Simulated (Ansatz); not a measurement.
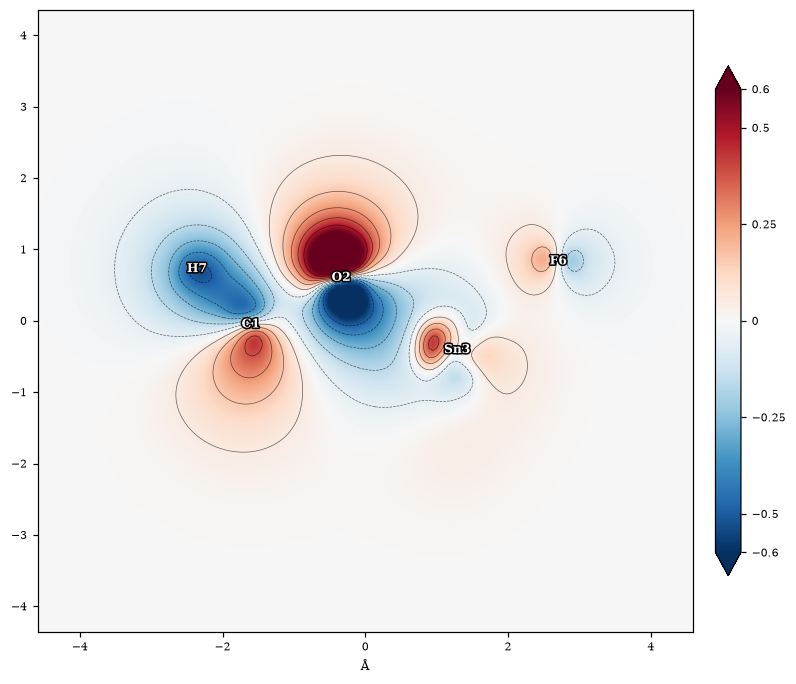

*CH4F2O2Sn. The HOMO−1 on the plane of atoms C1, O2 and Sn3 (values in Å⁻³ᐟ²; the overall sign is arbitrary).*

Geometry: PBE0-D4/def2-TZVP; core potentials replace the inner electrons of Sn.

These are results of RKS PBE0-D4/def2-TZVPP in Ansatz, not measurements.

Input

```
crystal:
  periodic: [false, false, false]
  atoms:
    - {symbol: C, position_ang: [-0.221377, -1.747878, 0.213839]}
    - {symbol: O, position_ang: [-0.437262, -0.567080, 0.972632]}
    - {symbol: Sn, position_ang: [-0.145828, 1.165053, 0.197914]}
    - {symbol: O, position_ang: [1.600525, 1.320797, -0.610311]}
    - {symbol: F, position_ang: [-1.437463, 1.593098, -1.131453]}
    - {symbol: F, position_ang: [-0.398146, 2.433919, 1.575782]}
    - {symbol: H, position_ang: [-0.359752, -2.589842, 0.894606]}
    - {symbol: H, position_ang: [-0.942263, -1.842793, -0.604627]}
    - {symbol: H, position_ang: [0.792608, -1.797302, -0.195913]}
    - {symbol: H, position_ang: [1.632160, 1.980825, -1.309573]}
basis:
  gaussian: {orbitals: def2-TZVPP}
hamiltonian: {xc: pbe0, dispersion: d4}
output: {orbitals: {seedname: orbitals}}
```

Run with:

```sh
ansatz run in.yaml --threads 2 --pin off --events-out ev --progress --plain --max-ram 32768MiB --backend cpu
```

Q: Describe this orbital and give its energy.

A: It lies mainly on O2 (about 50 %), C1 (about 15 %), H7 (about 10 %), Sn3 (about 10 %) and O4 (about 5 %). Its energy is −9.34 eV.
